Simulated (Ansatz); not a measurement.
```xyz
10

Al    0.1923   -0.6053    0.2749
N     0.1054    1.3596   -0.1686
O     0.4747   -1.0701   -1.3657
O    -1.4178   -0.6413    0.9022
H     0.7899    1.9482    0.2911
H     1.3811   -0.8522    1.3134
H    -0.8252    1.6779    0.0846
H     0.2244    1.4404   -1.1740
H     0.8256   -1.9196   -1.6203
H    -1.7503   -1.3377    1.4625
```

The product side of a reaction path; geometry: PBE0-D4/def2-TZVP.

Method: RKS PBE0-D4/def2-TZVPP (Ansatz).

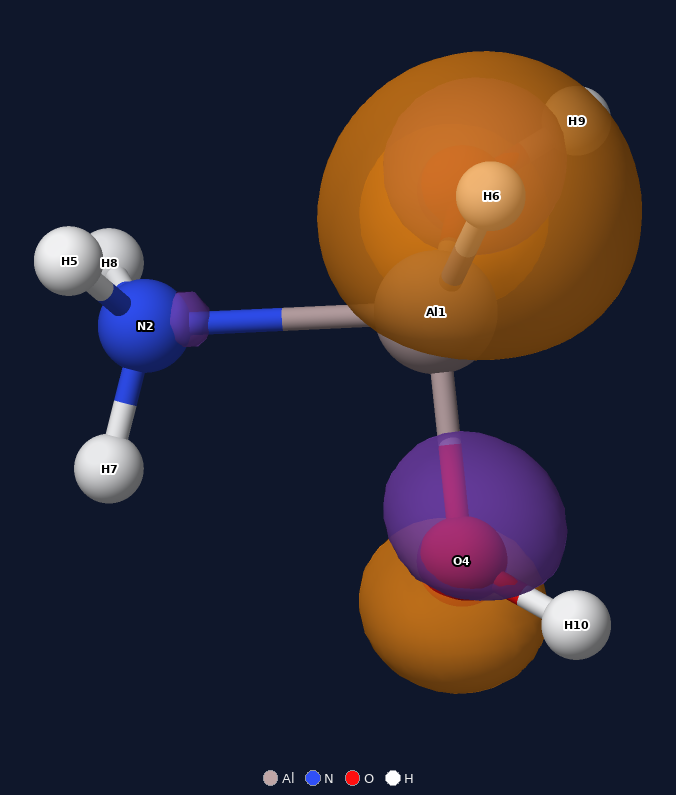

AlH$_{6}$NO$_{2}$. The HOMO at ±0.15 Å⁻³ᐟ² (orange and purple are the two phases), seen at a tilt.

**What is the character of this orbital?**

By Hirshfeld shares it lies mainly on H6 (about 35 %), Al1 (about 20 %), O4 (about 20 %) and O3 (about 20 %). Its energy is −7.35 eV.
